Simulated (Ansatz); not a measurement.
# Calculations on C2H4INO

### Relaxation

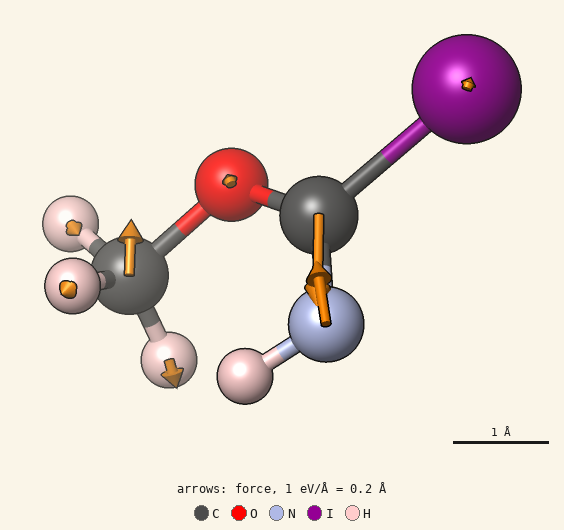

Starting geometry of C$_{2}$H$_{4}$INO with the computed forces as orange arrows. The picture is a ball-and-stick view, seen at a tilt.

The run prepares an end point of a later path (torsion) calculation, from a guessed geometry.

These are results of Ansatz 0.2.0, RKS PBE/def2-SVP, not measurements. (no spin polarisation; force threshold 0.015 eV/Å; at most 40 steps)

Is this structure relaxed? If not, where do the atoms go?

Answer. It isn't relaxed: the largest force vector, on a C atom, is 5.59 eV/Å. The final displacements follow the starting forces only in part (cosine between the two patterns 0.45). The atom that moves furthest after the best rigid fit is an H atom (0.14 Å). Largest moves by element: H 0.14 Å, I 0.14 Å, C 0.11 Å, O 0.04 Å, N 0.03 Å. Some distances before and after: C–N 1.367 → 1.263 Å, C–I 2.079 → 2.148 Å, C–H 1.063 → 1.112 Å, C–H 1.138 → 1.104 Å. Bond angles that change, for instance: O–C–I 119.0° → 108.0°, C–N–H 105.7° → 113.5°, H–C–H 116.1° → 109.4°. Over 7 geometry steps the energy falls by 0.485 eV. The largest force component goes from 4.1 to 0.0092 eV/Å.

### Relaxation

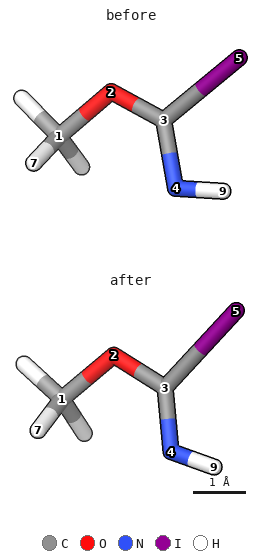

The structure of C2H4INO before (top) and after (bottom) a relaxation, at one scale.

The picture is a stick view, seen at a tilt.

The run prepares an end point of a later path (torsion) calculation, from a guessed geometry.

All numbers below come from RKS PBE/def2-SVP in Ansatz. Set-up: no spin polarisation; force threshold 0.015 eV/Å; at most 40 steps.

**Summarise the run.**

An H atom moves most after the best rigid fit: 0.28 Å. By element the largest moves are H 0.28 Å, I 0.25 Å, N 0.12 Å, C 0.08 Å, O 0.06 Å. Near-neighbour distances that change, for instance: C–I 2.079 → 2.187 Å, C–N 1.367 → 1.264 Å, C–H 1.063 → 1.109 Å, C–H 1.138 → 1.104 Å. Among the angles between lasting bonds that change: N–C–I 113.4° → 126.4°, O–C–I 119.0° → 108.0°, C–N–H 105.7° → 114.4°. After 5 accepted moves (6 points after the start) the energy has fallen by 64.0 kJ/mol. Largest force component: 4 eV/Å at the start, 0.0087 eV/Å at the end. The line search rejected the trial step at point 4 of the run. Cost: 8.7 s on 2 threads of Intel(R) Xeon(R) 6975P-C (Granite Rapids) (shared host), peak memory 0.17 GiB.

### Path

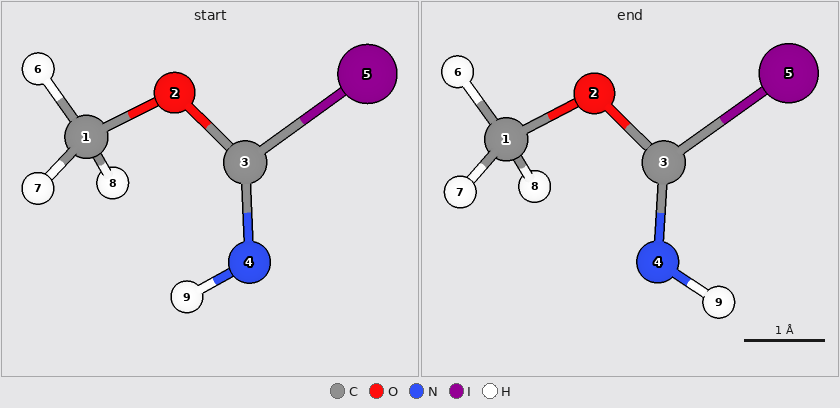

The two relaxed end points of a path for C2H4INO. A ball-and-stick model, seen at a tilt.

All numbers below come from RKS PBE/def2-SVP in Ansatz 0.2.0.

Settings: 5 movable images; climbing image; force threshold 0.05 eV/Å; iteration limit 60.

Start:
```xyz
9

C    -0.9474   -0.7656   -0.0379
O    -0.5833    0.5904   -0.3145
C     0.7039    0.9264   -0.0792
N     1.6889    0.2632    0.3512
I     0.9498    3.0002   -0.5808
H    -2.0200   -0.8489   -0.2873
H    -0.7984   -1.0139    1.0355
H    -0.3671   -1.4766   -0.6655
H     1.4622   -0.7216    0.5615
```

End:
```xyz
9

C    -1.1224   -0.8051   -0.0714
O    -0.6449    0.5328   -0.3123
C     0.6432    0.7353   -0.0416
N     1.4465   -0.1351    0.3992
I     1.1103    2.8234   -0.4943
H    -2.1918   -0.7931   -0.3466
H    -0.9916   -1.0773    0.9952
H    -0.5627   -1.5336   -0.6918
H     2.4021    0.2064    0.5466
```

**What barrier does the band find between them, and by what path?**

The energy climbs by 43.3 kJ/mol to image 3 and then falls by 72.5 kJ/mol, so the end point sits at −29.2 kJ/mol. The motion is an in-plane inversion: the angle C3–N4–H9 opens from 114° to 172° on the way and closes on the other side (114° at the end). No bond forms or breaks between the ends. Among the angles between lasting bonds that change up to the highest image: C3–N4–H9 113.5° → 172.2°, N4–C3–I5 119.8° → 124.6°. The band converged in 10 iterations. The largest component of the band force went from 18 to 0.032 eV/Å. The climbing image converged on the top of the path. Its vibrational analysis gives one imaginary mode (782i cm⁻¹), as a transition state must have.

Energies of the converged images:

```csv
image,path (Å),E (kJ/mol)
0,0.00,0.0
1,0.31,5.1
2,0.61,25.3
3,0.92,43.3
4,1.26,15.8
5,1.60,-18.4
6,1.94,-29.2
```

The geometry at the top of the path:

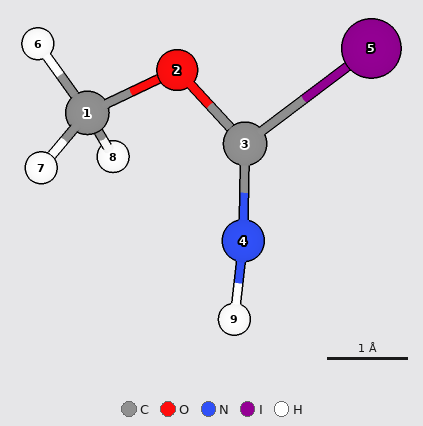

Cost: 53 s on 2 threads of Intel(R) Xeon(R) 6975P-C (Granite Rapids), on a shared host, peak memory 0.16 GiB.
